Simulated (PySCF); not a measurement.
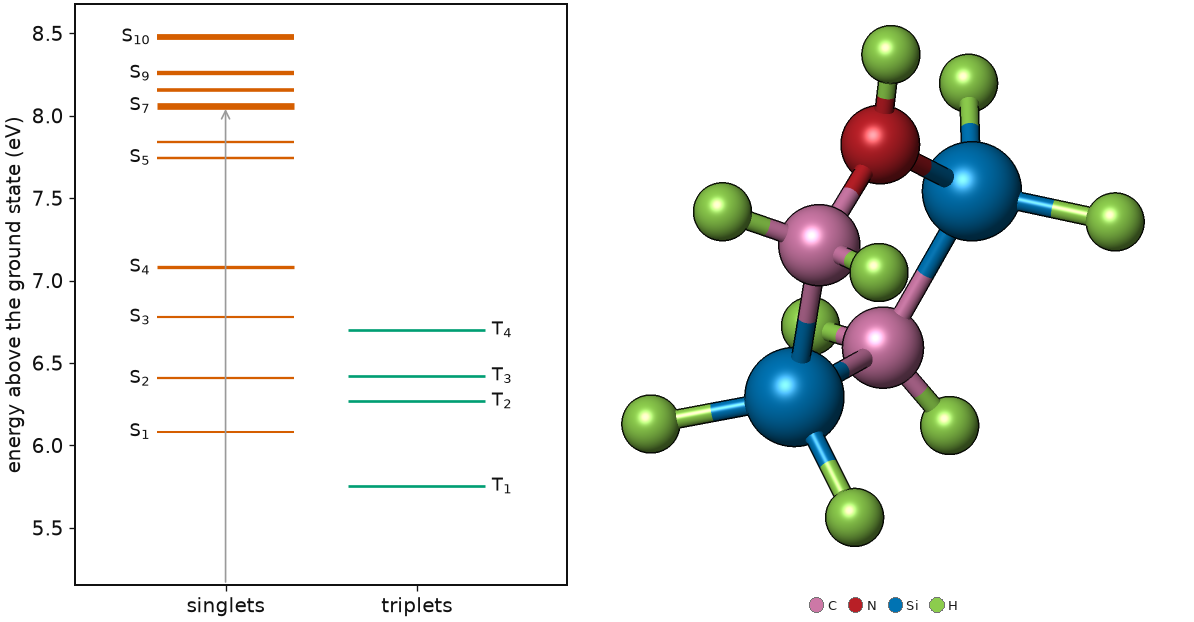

State diagram of C₂H₉NSi₂, SMILES C1N[SiH2]C[SiH2]1. Vertical TDDFT excitations, PBE0/def2-SVP, PySCF 2.14.0, at a PBE0-D3(BJ)/def2-SVP geometry (no frequency check), gas phase. Triplets in the Tamm-Dancoff approximation; only the lowest 10 singlets and 4 triplets were computed. Thicker singlet lines are brighter; the arrow marks the brightest. S0, at zero, lies below the range drawn.

### What are the energy, strength and character of the state that the arrow marks?

S7 at 8.06 eV (154 nm), f = 0.053, mainly HOMO−1 → LUMO (89 %).

### How many of the triplet levels drawn lie below S1?

1 of 4 (T1 5.75 eV, T2 6.27 eV, T3 6.42 eV, T4 6.70 eV; S1 6.08 eV).

### What is the vertical gap between S1 and T1?

0.33 eV: S1 at 6.08 eV, T1 at 5.75 eV.

Note: states above the negative HOMO energy depend on the basis; one conformer of a flexible molecule; core orbitals are frozen in the response; def2-SVP has no diffuse functions, so states with Rydberg character are missing or too high.
